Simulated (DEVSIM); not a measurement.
System: abrupt Ge n-p junction, at 400 K.

| layer (left to right) | material | thickness (μm) | Nd (cm⁻³) | Na (cm⁻³) | τn (s) | τp (s) |
|---|---|---|---|---|---|---|
| 1 | Ge | 2.50 | 8e17 | - | 0.00067 | 0.00067 |
| 2 | Ge | 0.530 | - | 1.9e15 | 0.00067 | 0.00067 |

Left contact: ohmic. Right contact: ohmic. Voltage is applied to the left contact. Recombination: SRH at mid-gap, radiative. Mobility is μmin + (μ − μmin)/(1 + (N/Nref)^α).

This is a model device: material constants are rounded textbook-type values typed into the input, and sizes, dopings and lifetimes were drawn at random. Values at 300 K; Nc and Nv go as T^1.5, mobilities as T to minus their exponent, the gap by Varshni's rule with the affinity fixed.

```tsv
parameter	Ge
gap (eV)	0.664
affinity (eV)	4
permittivity	16
Nc (cm⁻³)	1.04e19
Nv (cm⁻³)	6e18
μn (cm²/Vs)	3900
μp (cm²/Vs)	1900
μn,min	150
μp,min	100
Nref,n	2.6e17
Nref,p	4e17
αn	0.56
αp	0.6
T exponent of μn	1.66
T exponent of μp	2.33
B (cm³/s)	6.4e-14
Varshni α (eV/K)	0.000477
Varshni β (K)	235
```

Simulated with DEVSIM: 1D drift-diffusion, Boltzmann statistics, complete ionisation; no tunnelling, impact ionisation, image-force lowering or self-heating.

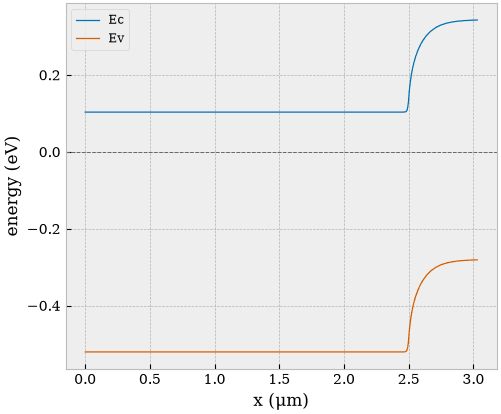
Band edges at zero bias

Energies count from the Fermi level of the right contact; mesh points crowd at the junctions.

| x (μm) | Ec (eV) | Ev (eV) | n (cm⁻³) | p (cm⁻³) | field (V/cm) |
|---|---|---|---|---|---|
| 0.000 | 0.103 | -0.521 | 8.0e17 | 2.5e12 | ≈ 0 |
| 0.01840 | 0.103 | -0.521 | 8.0e17 | 2.5e12 | ≈ 0 |
| 0.05368 | 0.103 | -0.521 | 8.0e17 | 2.5e12 | ≈ 0 |
| 0.1124 | 0.103 | -0.521 | 8.0e17 | 2.5e12 | ≈ 0 |
| 0.2683 | 0.103 | -0.521 | 8.0e17 | 2.5e12 | ≈ 0 |
| 0.4883 | 0.103 | -0.521 | 8.0e17 | 2.5e12 | ≈ 0 |
| 0.8735 | 0.103 | -0.521 | 8.0e17 | 2.5e12 | ≈ 0 |
| 1.670 | 0.103 | -0.521 | 8.0e17 | 2.5e12 | ≈ 0 |
| 2.056 | 0.103 | -0.521 | 8.0e17 | 2.5e12 | ≈ 0 |
| 2.257 | 0.103 | -0.521 | 8.0e17 | 2.5e12 | ≈ 0 |
| 2.372 | 0.103 | -0.521 | 8.0e17 | 2.5e12 | ≈ 0 |
| 2.453 | 0.103 | -0.521 | 8.0e17 | 2.5e12 | 37 |
| 2.484 | 0.106 | -0.518 | 7.3e17 | 2.8e12 | 4900 |
| 2.502 | 0.149 | -0.475 | 2.1e17 | 9.5e12 | 42000 |
| 2.531 | 0.220 | -0.404 | 2.7e16 | 7.4e13 | 16000 |
| 2.570 | 0.264 | -0.360 | 7.6e15 | 2.7e14 | 8300 |
| 2.636 | 0.302 | -0.322 | 2.5e15 | 8.1e14 | 4100 |
| 2.747 | 0.330 | -0.294 | 1.1e15 | 1.8e15 | 1400 |
| 2.901 | 0.341 | -0.283 | 8.2e14 | 2.5e15 | 300 |
| 2.967 | 0.342 | -0.282 | 7.8e14 | 2.6e15 | 180 |
| 3.003 | 0.343 | -0.281 | 7.7e14 | 2.6e15 | 150 |
| 3.030 | 0.343 | -0.281 | 7.6e14 | 2.7e15 | 140 |
